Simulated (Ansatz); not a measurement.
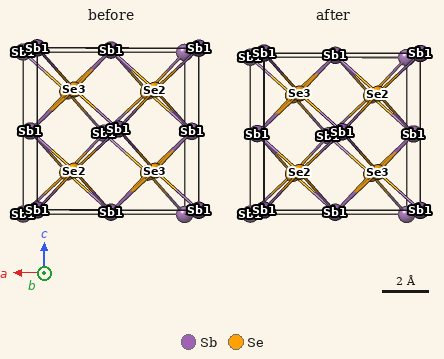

The structure of a crystal of SbSe₂ (a generated structure, set up in Fm-3m) (coarse preliminary run) before (left) and after (right) a relaxation, at one scale.

A ball-and-stick model of the conventional cell (4 times the calculation's cell), seen from a free direction. Lengths and directions refer to the drawn axes.

All numbers below come from DFT PBE, scalar-relativistic, plane waves, PAW (Ansatz 0.2.0).

Input file:
```yaml
crystal:
  lattice:
    - [0.0, 3.57036052, 3.57036052]
    - [3.57036052, 0.0, 3.57036052]
    - [3.57036052, 3.57036052, 0.0]
  atoms:
    - { symbol: Sb, position: [0.0, 0.0, 0.0] }
    - { symbol: Se, position: [0.25, 0.25, 0.25] }
    - { symbol: Se, position: [0.75, 0.75, 0.75] }
basis:
  ecutwfc: 420
kpoints:
  mp_grid: { grid: [4, 4, 4] }
hamiltonian:
  xc: pbe
scf:
  occupations: { method: gaussian, width: 0.1 }
  lower_state_search: "off"
output:
  forces: true
  stress: true
  eigenvalues: true
relax:
  adjacent_minimum: "off"
  f_tol: 0.04
  max_steps: 70
  cell: { stress_tol: 0.4 }
```

Run as
```bash
ansatz run input.yaml --threads 1 --pin off --max-ram 2048MiB --backend cpu --events-out ev --progress --plain --runs-dir out
```

**Summarise the run.**

After 2 accepted moves (3 points after the start) the energy has fallen by 0.131 eV per cell of the calculation. All forces vanish by symmetry, so only the cell relaxes. The pressure goes from −4.41 to −0.22 GPa. At 1 point the geometry stayed and the basis and grid were re-selected for the new cell (energy shift of 1.0 meV per cell of the calculation at most each time). No atom moves by more than 0.005 Å relative to the cell. Cell: a = b = c 7.141 → 6.914 Å (−3.2 %). Volume −9.2 %. Among the contacts that change: Sb1–Se2 3.092 → 2.994 Å. The space group stays Fm-3m (No. 225). The run took 7.3 s on 1 thread of Arm Neoverse V1, with other jobs on the host, peak memory 0.34 GiB.
